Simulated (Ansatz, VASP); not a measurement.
**Cross-check of MnMo between VASP and Ansatz**

Aim: how closely do two programs agree when they are given the same cell, functional and k mesh? The cell is invented: As first built, before any earlier steps moved the atoms: it takes the VMo structure with some of its atoms replaced by other elements, volume scaled by an estimate. It may not be a known or stable phase. The cell comes out of the VASP series on this material, whose earlier steps may have relaxed, scaled or displaced it; both programs get it as it stands.

Method: plane waves, with VASP 6.6.1 beside it; relaxation of cell and atoms at PBE, in Ansatz 0.2.0.

**1. The structure**

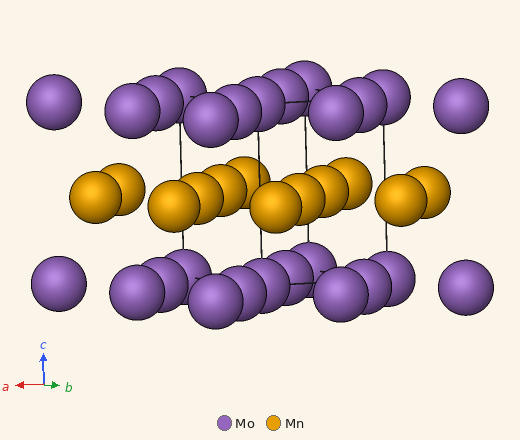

Start, viewed from a free direction; molybdenum purple, manganese orange. 2×2×1 cells are drawn. This picture shows the conventional cell, with its axes. Some periodic images of atoms are drawn too.

**2. Ansatz: relaxation of cell and atoms, PBE**

Ansatz runs on its default PAW (the set named soft_2) files.

The relaxed volume is the usual yardstick between codes: its relative difference is about their pressure difference at one cell divided by the bulk modulus.

input.yaml

```yaml
crystal:
  lattice:
    - [1.5526315009, -2.1411957889, 0.0]
    - [1.5526315009, 2.1411957889, 0.0]
    - [0.0, 0.0, 4.1100242759]
  atoms:
    - { symbol: Mo, position: [0.0, 0.0, 0.0], spin: 1.0 }
    - { symbol: Mn, position: [0.5, 0.5, 0.5], spin: 4.0 }
hamiltonian:
  xc: pbe
  pseudopotentials: { kind: paw }
magnetization:
  spin_polarized: true
kpoints:
  mp_grid: { grid: [8, 8, 5] }
scf:
  occupations: { method: fermi_dirac, width: 0.05 }
relax:
  f_tol: 0.01
  max_steps: 60
  cell: { stress_tol: 0.05 }
output:
  forces: true
  stress: true
  write_density: true
  write_potential: true
  elf: true
  volumetric_format: npy
```

On the command line:

```bash
$ ansatz run input.yaml --threads 4 --pin off --max-ram 9216MiB --backend cpu --events-out ev --progress --plain --runs-dir out
```

Numbers of over 12 decimals in the logs are rounded to 6 here.

The log of the run:

```text
Engine: ansatz 0.2.0, x86_64-unknown-linux-gnu
Pseudopotentials: kind: paw
Pseudopotential: Mo, paw, valence charge 14, recommended cutoff 420 eV (normal), Mo.paw.azcp
Pseudopotential: Mn, paw, valence charge 15, recommended cutoff 420 eV (normal), Mn.paw.azcp
Functional definition: PBE
  parameter kappa = 0.804
  parameter beta = 0.066725
  exchange = pbe_x(kappa = kappa, mu = beta*pi^2/3)
  correlation = pbe_c(beta = beta)
Crystal: 2 atoms, lattice volume = 27.327 Å³
Basis set: ecut = 420 eV, 539 PW (Γ), exchange–correlation on 36×36×60 points (8 copies of the dense FFT grid, shifted against one another)
Bands: 21, of which v1, the nominal top of the filled ones, is band 15 counted from 1 (14 counted from 0)
Symmetry: 8 space group operations
Space group: Cmmm (ITA 65), of the structure as read, at distance tolerance 3.0e-5 Å
Magnetic group: BNS 65.481 (UNI 579), of the structure as read, at distance tolerance 3.0e-5 Å
k-points: 63 of 320
Non-local potential: Mo, projectors of the file, l = 0: 3, l = 1: 2, l = 2: 2, l = 3: 1
Non-local potential: Mn, projectors of the file, l = 0: 3, l = 1: 2, l = 2: 3, l = 3: 1
PAW form: soft (Blöchl's): semilocal exchange-correlation on the pseudo side does not see the compensation charge
PAW one-centre angular grid: Mo, 590 points (default); XC on 64 Gauss nodes
PAW one-centre angular grid: Mn, 590 points (default); XC on 64 Gauss nodes
Initial density: superposition of atomic densities (chi_scale 0.1, normalization cell)
Starting moments: Σ|m| = 5 μB on 2 of 2 sites
Initial wavefunctions: pseudopotential atomic-orbital guess
Functional: x = pbe(κ = 0.804, μ = 0.219515), c = pbe(β = 0.066725)
SCF iter   1: F=—  HF=-8853.984645 eV  |F-HF|=—  |Δ(HF+E_count)|=         —  Δρ=8.82e-2 (↑8.82e-2 ↓4.70e-2)  dr2=2.56e0  dr2_m=7.20e-1  M=3.276 μB ∫|m|=3.307 μB  β_m=0.30  ethr=3.10e-3  ⟨swp⟩=4.5  Hψ=10356  notcnv=0
Mixer restart at iter 1: flushing history
preconditioner: auto → none  [metal: Δε(μ)=0.032 eV  Ē_g=7.331 eV  σ=0.050 eV  W_gap=0.16  n_scr=6 (ndim 8)  ℏωp=25.6 eV  f_vac=0.000  D(μ)=1.95/eV (n_scr^D=22)  sad-step TF]
SCF iter   2: F=—  HF=-8853.637635 eV  |F-HF|=—  |Δ(HF+E_count)|=   3.47e-1  Δρ=6.05e-2 (↑6.05e-2 ↓4.20e-2)  dr2=1.53e0  dr2_m=4.18e-1  M=3.118 μB ∫|m|=3.192 μB  β_m=0.65  ethr=3.10e-3  ⟨swp⟩=2.0  Hψ=4315  notcnv=0  defer=97
SCF iter   3: F=—  HF=-8854.925793 eV  |F-HF|=—  |Δ(HF+E_count)|=    1.29e0  Δρ=1.07e-1 (↑1.07e-1 ↓3.88e-2)  dr2=6.43e0  dr2_m=5.12e-1  M=2.280 μB ∫|m|=2.807 μB  β_m=0.38  ethr=3.10e-3  ⟨swp⟩=3.8  Hψ=6135  notcnv=0  defer=100  recentre
SCF iter   4: F=—  HF=-8854.236884 eV  |F-HF|=—  |Δ(HF+E_count)|=   6.89e-1  Δρ=2.80e-2 (↑2.80e-2 ↓2.44e-2)  dr2=4.15e-2  dr2_m=1.64e-1  M=2.364 μB ∫|m|=2.893 μB  β_m=0.72  ethr=3.10e-3  ⟨swp⟩=3.7  Hψ=6237  notcnv=0  defer=104
SCF iter   5: F=—  HF=-8854.610201 eV  |F-HF|=—  |Δ(HF+E_count)|=         —  Δρ=4.59e-2 (↑4.59e-2 ↓2.48e-2)  dr2=1.55e-1  dr2_m=3.08e-1  M=1.460 μB ∫|m|=2.253 μB  β_m=0.72  ethr=1.43e-4  ⟨swp⟩=2.7  Hψ=5372  notcnv=0  defer=106
Mixer restart at iter 5: flushing history
SCF iter   6: F=—  HF=-8854.715786 eV  |F-HF|=—  |Δ(HF+E_count)|=   1.06e-1  Δρ=3.20e-2 (↑3.20e-2 ↓2.81e-2)  dr2=1.16e0  dr2_m=3.20e-3  M=1.595 μB ∫|m|=2.372 μB  β_m=0.55  ethr=1.43e-4  ⟨swp⟩=3.8  Hψ=6612  notcnv=0  defer=101
SCF iter   7: F=—  HF=-8854.648261 eV  |F-HF|=—  |Δ(HF+E_count)|=   6.75e-2  Δρ=4.82e-2 (↑4.82e-2 ↓1.08e-2)  dr2=5.16e-1  dr2_m=2.06e-1  M=1.299 μB ∫|m|=2.005 μB  β_m=0.36  ethr=1.43e-4  ⟨swp⟩=3.2  Hψ=6885  notcnv=0  defer=100
SCF iter   8: F=—  HF=-8854.604518 eV  |F-HF|=—  |Δ(HF+E_count)|=   4.37e-2  Δρ=2.23e-2 (↑2.23e-2 ↓6.71e-3)  dr2=7.87e-2  dr2_m=5.12e-2  M=1.328 μB ∫|m|=2.016 μB  β_m=0.44  ethr=1.43e-4  ⟨swp⟩=2.9  Hψ=5551  notcnv=0  defer=98
SCF iter   9: F=—  HF=-8854.593669 eV  |F-HF|=—  |Δ(HF+E_count)|=   1.08e-2  Δρ=3.00e-3 (↑3.00e-3 ↓8.69e-4)  dr2=2.16e-3  dr2_m=8.46e-4  M=1.320 μB ∫|m|=1.980 μB  β_m=0.46  ethr=1.43e-4  ⟨swp⟩=2.6  Hψ=4440  notcnv=0  defer=99
SCF iter  10: F=—  HF=-8854.593344 eV  |F-HF|=—  |Δ(HF+E_count)|=   3.24e-4  Δρ=6.57e-4 (↑6.57e-4 ↓4.95e-4)  dr2=6.82e-6  dr2_m=7.93e-5  M=1.318 μB ∫|m|=1.974 μB  β_m=0.73  ethr=7.44e-6  ⟨swp⟩=1.6  Hψ=3302  notcnv=0  defer=97
SCF iter  11: F=—  HF=-8854.593401 eV  |F-HF|=—  |Δ(HF+E_count)|=   5.67e-5  Δρ=1.49e-4 (↑1.49e-4 ↓1.36e-4)  dr2=1.44e-5  dr2_m=5.92e-7  M=1.313 μB ∫|m|=1.965 μB  β_m=0.65  ethr=2.35e-8  ⟨swp⟩=2.1  Hψ=4536  notcnv=0  defer=97
SCF iter  12: F=—  HF=-8854.593399 eV  |F-HF|=—  |Δ(HF+E_count)|=   1.55e-6  Δρ=7.00e-5 (↑7.00e-5 ↓3.31e-5)  dr2=6.15e-7  dr2_m=5.54e-7  M=1.311 μB ∫|m|=1.962 μB  β_m=0.82  ethr=2.35e-8  ⟨swp⟩=2.1  Hψ=4135  notcnv=0  defer=97
SCF iter  13: F=—  HF=-8854.593400 eV  |F-HF|=—  |Δ(HF+E_count)|=   2.88e-7  Δρ=2.23e-5 (↑2.23e-5 ↓8.71e-6)  dr2=5.76e-8  dr2_m=5.53e-8  M=1.311 μB ∫|m|=1.962 μB  β_m=0.91  ethr=2.12e-9  ⟨swp⟩=2.3  Hψ=3694  notcnv=0  defer=97
SCF iter  14: F=—  HF=-8854.593400 eV  |F-HF|=—  |Δ(HF+E_count)|=   4.11e-9  Δρ=3.57e-6 (↑3.57e-6 ↓2.81e-6)  dr2=4.38e-10  dr2_m=2.35e-9  M=1.311 μB ∫|m|=1.962 μB  β_m=0.96  ethr=1.98e-10  ⟨swp⟩=2.1  Hψ=3904  notcnv=0  defer=97
SCF iter  15: F=-8854.593400 eV  HF=-8854.593400 eV  |F-HF|=6.22e-10  |Δ(HF+E_count)|=  1.60e-10  Δρ=1.24e-6 (↑1.24e-6 ↓2.98e-7)  dr2=6.75e-10  dr2_m=8.23e-11  M=1.311 μB ∫|m|=1.962 μB  ethr=1.51e-12  ⟨swp⟩=4.0  Hψ=12863  notcnv=0
SCF 1 converged in 15 iterations: F = -8854.593400 eV  dr2 = 6.75e-10
  greatest PAW one-centre occupation: 1.000 electrons in one spin orbital (limit 2), on the Mn atom at site 1 (counted from 0), in its partial waves of l = 0
relax step   1: F+E_penalty+E_count = -8854.59339954 eV  Δ(F+E_penalty+E_count) = +0.000e0 eV  max|allowed force component| = 5.049e-29 eV/Å  Δτ_max = 0.0000 Å  P = +0.444 GPa  Ω = 27.327 Å³  (15 SCF iters, dr2 threshold 1.00e-7 eV, accepted)
[...]
relax step   2: F+E_penalty+E_count = -8854.59346430 eV  Δ(F+E_penalty+E_count) = -6.476e-5 eV  max|allowed force component| = 1.972e-31 eV/Å  Δτ_max = 0.0000 Å  P = -0.119 GPa  Ω = 27.404 Å³  energy of the carried Pulay correction = -2.523e-5 eV  (9 SCF iters, dr2 threshold 2.00e-7 eV, accepted)
[...]
relax step   3: F+E_penalty+E_count = -8854.59348889 eV  Δ(F+E_penalty+E_count) = -2.459e-5 eV  max|allowed force component| = 1.242e-29 eV/Å  Δτ_max = 0.0000 Å  P = -0.015 GPa  Ω = 27.394 Å³  energy of the carried Pulay correction = -2.190e-5 eV  (6 SCF iters, dr2 threshold 1.97e-7 eV, accepted)
[...]
relax step   4: F+E_penalty+E_count = -8854.59349787 eV  Δ(F+E_penalty+E_count) = -8.979e-6 eV  max|allowed force component| = 4.970e-29 eV/Å  Δτ_max = 0.0000 Å  P = +0.017 GPa  Ω = 27.395 Å³  energy of the carried Pulay correction = -2.222e-5 eV  (9 SCF iters, dr2 threshold 2.55e-8 eV, accepted)
[...]
relax step   5: F+E_penalty+E_count = -8854.59351944 eV  Δ(F+E_penalty+E_count) = -2.158e-5 eV  max|allowed force component| = 5.128e-29 eV/Å  Δτ_max = 0.0000 Å  P = +0.017 GPa  Ω = 27.395 Å³  stress off target by 2.53e-2 GPa  SCF on the basis re-selected at this cell (its energy is not comparable with the rows above)  (10 SCF iters)
basis re-selected at this cell: Δ(F+E_penalty+E_count) = -2.158e-5 eV, ΔP = +0.000 GPa vs the last step (what re-selecting the basis moved, of the pressure what is left beyond the Pulay correction that the steps carried, after the strain that the cell walked since its last selection, with what the two solves' SCF thresholds leave and, on support functions, any second-order correction that the steps lacked; it is no m [...]
SCF converged after 10 iterations
Magnetization: 1.3378 μB (15.1689 up, 13.8311 down)
Absolute magnetization: 1.9949 μB (∫|ρ↑−ρ↓|, with the PAW one-centre terms)
Spin contamination: 0.1550 ħ² per cell (⟨S²⟩ above its minimum at these occupations)
Per-site moments (μB) at R_I (Å): [(-0.231498, 1.063964), (1.629645, 1.063964)]
Free energy (F): -8854.593519 eV
Harris-Foulkes:  -8854.593519 eV  (|F-HF|=1.82e-12)
Internal energy: -8854.573254 eV  (E = F + TS)
E sigma→0 (E₀):  -8854.583387 eV
Entropy (-TS):   -0.020266 eV (-10.133 meV/atom)
Fermi energy:    19.824449 eV
--- Per-component energies (eV) ---
  E_band       = -232.717800
  E_kinetic    = 747.848953
  E_local      = -2514.470164  (includes V_loc(G=0)·N_el)
  E_nonlocal   = 382.403740
  E_hartree    = 983.915908
  E_xc         = -298.382891
  E_vxc        = -376.179117  (∫ρ·V_xc dr)
  E_paw        = -4499.711918  (= ΣΔE_a)
  E_vpaw       = -440.153029  (= ΣTr[D̂ρ^β])
  E_aug_tail   = 0.000038  (compensation charges beyond the density's cutoff)
  E_ewald      = -3656.176920
  E_smearing   = -0.020266  (= −TS)
  E_closure    = 0.000000  (closes the sum)
  Σ components = -8854.593519   (vs F -8854.593519, Δ=0.00e0)
--- Forces (eV/Å), atoms counted from 1 ---
  atom   1  Mo     0.00000000     0.00000000     0.00000000
  atom   2  Mn    -0.00000000     0.00000000     0.00000000
  max |Σ_I F_I| component: 9.94e-29 eV/Å
--- Stress (GPa, compression-positive) ---
        0.025264       0.000000       0.000000
        0.000000       0.013142       0.000000
        0.000000       0.000000       0.011951
  P = ⅓ Tr σ = 0.0168 GPa (0.168 kbar)
--- Band table (eV; the first three rows and the last of 126) ---
  k-point 0 ↑: bands = [... 11 lower, 17.9499, 18.5281, 18.5383, 19.3656, 19.7683, 21.7236, 22.1325, 22.5143, ... 2 higher]
  k-point 1 ↑: bands = [... 11 lower, 18.2491, 18.3210, 18.5527, 19.3513, 19.4174, 20.7237, 21.9804, 22.4362, ... 2 higher]
  k-point 2 ↑: bands = [... 11 lower, 17.8523, 18.3132, 18.8556, 18.9410, 19.3283, 19.4196, 21.6098, 21.7475, ... 2 higher]
  k-point 62 ↓: bands = [... 11 lower, 18.3826, 18.5767, 20.2205, 20.3282, 21.1901, 22.0228, 24.9517, 26.2172, ... 2 higher]
--- Relaxed structure (4 steps of the walk, 4 accepted, 1 SCFs on fresh bases) ---
  F+E_penalty+E_count = -8854.59351944 eV   max|allowed force component| = 5.128e-29 eV/Å   (the final SCF, on the basis selected at the relaxed cell)
  cell:  # Å, volume = 27.3951 Å³
    - [1.556056, -2.139640, 0.0]
    - [1.556056, 2.139640, 0.0]
    - [0.0, 0.0, 4.114127]
  atoms:
    - { symbol: Mo, position: [0.0, 0.0, 0.0] }
    - { symbol: Mn, position: [0.500000, 0.500000, 0.500000] }
```

Elapsed: 11 s, on 4 threads of Intel Xeon Platinum 8375C at 2.90GHz (Ice Lake), shared host; peak memory 0.45 GiB.

(Part 1 of 2 ends here.)

[Lines on the potential files, build, host, timing and source positions are cut from VASP's logs without a mark.]

[Logs are printed without paths, hosts, clocks, repeated set-up lines and the standing remarks that a program may print on its own settings, such as how far it seeks lower states.]

[Hosts, paths, dates, database ids (printed as entryN), source tags and the programs' standing remarks are cut or masked in the printed files.]
